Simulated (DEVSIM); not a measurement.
Structure: Ru/AlN/p-Ge capacitor, at 300 K.

| layer (left to right) | material | thickness (nm) | Na (cm⁻³) |
|---|---|---|---|
| 1 | AlN | 16.0 | - |
| 2 | Ge | 470 | 1.6e18 |

Metal gate on the left, work function 4.7 eV. Fixed charge at the semiconductor interface 8.9e10 cm⁻² (in units of +e); interface traps 3e11 cm⁻² eV⁻¹, uniform in energy, neutral level at 0.3 of the gap above the valence band.

Constants are typed, rounded textbook-type inputs, not results; the design itself was drawn at random and stands for no fabricated device. Values at 300 K.

```
parameter      AlN       Ge
-------------  ---  -------
gap (eV)       6.1    0.664
affinity (eV)  1.9        4
permittivity   8.5       16
Nc (cm⁻³)        -  1.04e19
Nv (cm⁻³)        -     6e18
```

Simulated with DEVSIM: 1D Poisson equation in equilibrium, Boltzmann statistics, complete ionisation; no quantum confinement or tunnelling. Metal contacts follow the ideal Schottky-Mott rule: no Fermi-level pinning, no interface dipoles.

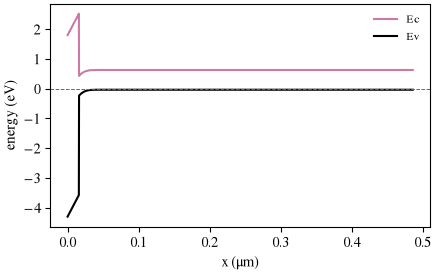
Figure. Band edges at 1.0 V on the gate

Energies count from the Fermi level of the right contact; mesh points crowd at the junctions.

```
x (μm)    Ec (eV)  Ev (eV)  n (cm⁻³)  p (cm⁻³)  field (V/cm)
--------  -------  -------  --------  --------  ------------
0.000       1.800   -4.300     < 1e2     < 1e2        460000
0.001067    1.849   -4.251     < 1e2     < 1e2        460000
0.002846    1.930   -4.170     < 1e2     < 1e2        460000
0.006139    2.080   -4.020     < 1e2     < 1e2        460000
0.01180     2.338   -3.762     < 1e2     < 1e2        460000
0.01415     2.446   -3.654     < 1e2     < 1e2        460000
0.01556     2.510   -3.590     < 1e2     < 1e2        460000
0.01683     0.450   -0.214    2.8e11    1.5e15        240000
0.01876     0.492   -0.172    5.6e10    7.8e15        200000
0.02229     0.552   -0.112     5.5e9    7.9e16        140000
0.02947     0.613   -0.051     5.3e8    8.3e17         41000
0.05001     0.630   -0.034     2.7e8    1.6e18           220
0.08161     0.630   -0.034     2.7e8    1.6e18           ≈ 0
0.1459      0.630   -0.034     2.7e8    1.6e18           ≈ 0
0.3069      0.630   -0.034     2.7e8    1.6e18           ≈ 0
0.3953      0.630   -0.034     2.7e8    1.6e18           ≈ 0
0.4388      0.630   -0.034     2.7e8    1.6e18           ≈ 0
0.4625      0.630   -0.034     2.7e8    1.6e18           ≈ 0
0.4769      0.630   -0.034     2.7e8    1.6e18           ≈ 0
0.4818      0.630   -0.034     2.7e8    1.6e18           ≈ 0
0.4844      0.630   -0.034     2.7e8    1.6e18           ≈ 0
0.4860      0.630   -0.034     2.7e8    1.6e18           ≈ 0
```
